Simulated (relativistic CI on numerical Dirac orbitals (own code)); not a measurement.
## Cu²⁺: relativistic CI calculation

System: Cu²⁺.
Method: Dirac-Coulomb-Breit CI, KLI orbitals optimised for each configuration, model QED (radiative potential, 1s self-energy scaled to tabulated hydrogen-like ionisation energies), valence Slater integrals scaled by 0.75, one configuration in a parametric crystal field (relativistic CI on numerical Dirac orbitals, in-house).

**Results in brief**

- outcome: converged
- levels computed: 5
- hardware: 1 CPU thread, shared host

**Notes**

Limits: the configuration is the one typed, which at low charge need not be the free ion's ground configuration.

**Input file**
```
atom Cu  Z=29  charge=2  electrons=27
nucleus A=63  rms_radius_fm=3.8823
hamiltonian dirac-coulomb  breit=on  qed=on  c_scale=1
orbitals kli  potential=per-configuration
slater_scale 0.75
correlation none
mixing on
configurations
  [Ar] 3d9
end
crystal_field D3d 10Dq=23350 Dsigma=1180 Dtau=-70
```

The program writes its results to a structured record and prints no log; tables and figures of this report are taken from that record.

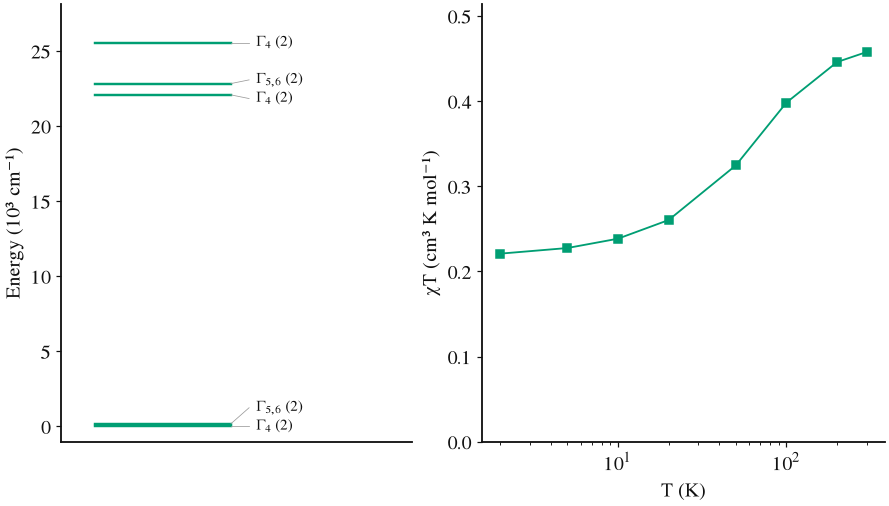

Fig. 1: Cu²⁺ (3d⁹) in a field of D3d symmetry with 10Dq = 23,350, Dσ = 1,180, Dτ = −70 cm⁻¹. Labels give the double-group representation and, in brackets, the degeneracy; the lowest 5 of 5 levels are drawn. One open-shell configuration in a parametric field without covalency; powder susceptibility by Van Vleck's formula. The ground level is Γ₄, a Kramers doublet, with total spin S = 0.50 (from expectation values); its principal g values, for an effective spin of 1/2, are 0.11, 0.11 and 2.63. The next level lies at 182 cm⁻¹ (Γ₅,₆). The field lowers the ground state by 13,300 cm⁻¹ against the free ion. χT is 0.221 cm³ K mol⁻¹ at 2 K, 0.325 at 50 K and 0.458 at 300 K, an effective moment of 1.91 μB at room temperature.
